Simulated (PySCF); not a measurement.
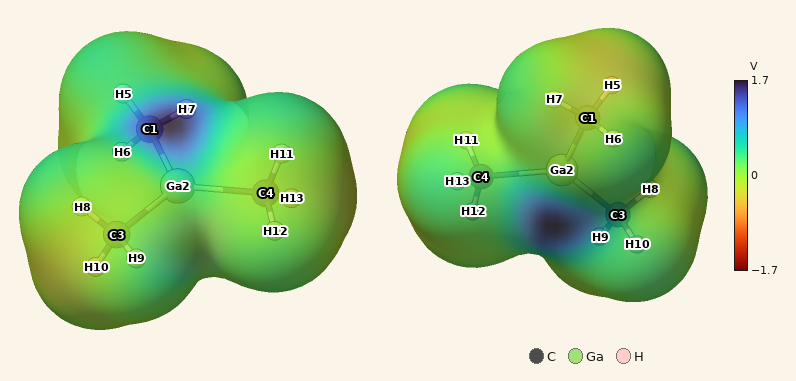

*C₃H₉Ga, SMILES `C[Ga](C)C`. Electrostatic potential on the surface of electron density 0.001 a.u. (back view left, front view right).*

PySCF calculation, PBE/def2-TZVP, gas phase; geometry: GFN2-xTB. No frequency check shows the geometry to be a minimum. GFN2-xTB bond lengths at metals and heavier atoms can be off by up to 0.1 Å and shapes distorted, which carries into these values.

Geometry (Å), atoms numbered from 1:

```
C1       0.6383    1.9379   -0.0015
Ga2     -0.0057   -0.0042    0.0020
C3       1.3837   -1.5064   -0.0028
C4      -2.0087   -0.4218   -0.0009
H5       1.1643    2.1744   -0.9311
H6       1.3396    2.1205    0.8181
H7      -0.1918    2.6418    0.1011
H8       2.1164   -1.3603   -0.8017
H9       0.9220   -2.4875   -0.1419
H10      1.9375   -1.5284    0.9405
H11     -2.4546   -0.1784   -0.9698
H12     -2.2012   -1.4795    0.1984
H13     -2.5357    0.1686    0.7540
```

> Where are the extremes of the potential on the surface?

Highest: 1.70 V, over Ga2, off the plane of its three bonds (1.9 Å). Further maxima include 0.39 V, 1.4 Å from H5; 0.37 V, 1.4 Å from H13. Lowest: −0.39 V, near H7 (1.82 Å), H5 (1.90 Å) and C1 (2.03 Å). Further minima include −0.17 V, near H6 (1.79 Å), H5 (1.83 Å) and C1 (1.99 Å); −0.13 V, 1.7 Å from H13. The surface is sampled at points, so like sites can differ by a few per cent and only the strongest of them is named.
